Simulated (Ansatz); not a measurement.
The calculation's input:

```
crystal:
  periodic: [false, false, false]
  atoms:
    - { symbol: Sn, position_ang: [-0.8697, -0.5482, -0.3059] }
    - { symbol: F, position_ang: [1.2864, -1.0408, 0.4384] }
    - { symbol: H, position_ang: [-0.4303, -1.7931, -1.3556] }
    - { symbol: H, position_ang: [-1.2086, -0.9356, 1.3041] }
    - { symbol: H, position_ang: [-2.2336, 0.2985, -0.9902] }
    - { symbol: H, position_ang: [1.7239, 0.0544, 0.2401] }
    - { symbol: Se, position_ang: [1.015, 1.8187, -0.3494] }
    - { symbol: H, position_ang: [0.7169, 2.1461, 1.0186] }
basis:
  gaussian: { orbitals: def2-SVP }
hamiltonian:
  xc: { name: BHLYP }
relax:
  f_tol: 0.15
  max_steps: 25
  restrain:
    - { distance: [0, 6], at: 3.89, k: 30.0 }
    - { distance: [5, 1], at: 2.18, k: 30.0 }
    - { distance: [0, 1], at: 1.96, k: 30.0 }
    - { distance: [5, 6], at: 1.51, k: 30.0 }
output:
  orbitals: {}
```

Launched as:

```sh
ansatz run input.yaml --threads 2 --pin off --max-ram 3072MiB --backend cpu --events-out ev --progress --plain --runs-dir out
```

The fields are those of the run's last geometry, not of the input's.

Core potentials replace the inner electrons of Sn; not at a stationary point (largest force 0.6 eV/Å).

All numbers below come from RKS BHLYP/def2-SVP in Ansatz 0.2.0.

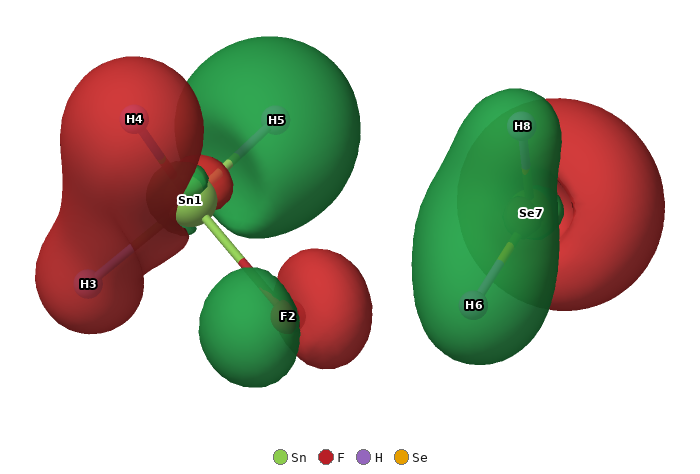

FH$_{3}$Sn···H$_{2}$Se. The HOMO−1 at ±0.1 Å⁻³ᐟ² (green and red are the two phases), seen across its widest extent.

Q: Where does this orbital lie, and at what energy?

A: By Hirshfeld shares it lies mainly on Se7 (about 35 %), Sn1 (about 15 %), F2 (about 15 %), H5 (about 15 %), H4 (about 5 %) and H6 (about 5 %). Its energy is −10.47 eV.
